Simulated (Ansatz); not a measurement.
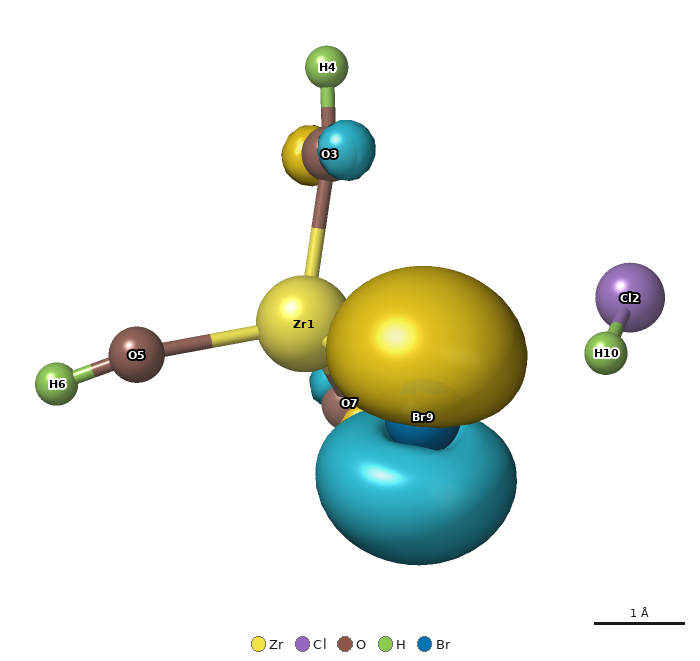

The picture shows: BrH$_{3}$O$_{3}$Zr···HCl. One frontier orbital at ±0.15 Å⁻³ᐟ² (yellow and cyan are the two phases), seen at a tilt.

Core potentials replace the inner electrons of Zr; not at a stationary point (largest force 0.8 eV/Å).

These are results of RKS PBE-D4/def2-SVP (Ansatz 0.2.0), not measurements.

```yaml
atoms:
  - { symbol: Zr, position_ang: [-0.0397, 0.5460, -0.2532] }
  - { symbol: Cl, position_ang: [1.0864, -0.9563, 2.9576] }
  - { symbol: O, position_ang: [1.5590, -0.3885, -0.7394] }
  - { symbol: H, position_ang: [2.3170, -0.8268, -1.1485] }
  - { symbol: O, position_ang: [-0.8284, 1.3050, -1.8298] }
  - { symbol: H, position_ang: [-1.4837, 1.4577, -2.5246] }
  - { symbol: O, position_ang: [-1.3503, -0.6270, 0.5361] }
  - { symbol: H, position_ang: [-1.4501, -1.4196, 1.0874] }
  - { symbol: Br, position_ang: [0.5258, 2.5745, 1.3982] }
  - { symbol: H, position_ang: [1.0232, 0.3831, 2.9693] }
```

Which orbital is it: HOMO or LUMO?

Answer. The HOMO, at −6.52 eV. Its weight (Hirshfeld) is mainly on Br9 (about 85 %); largely a lone pair of Br9.
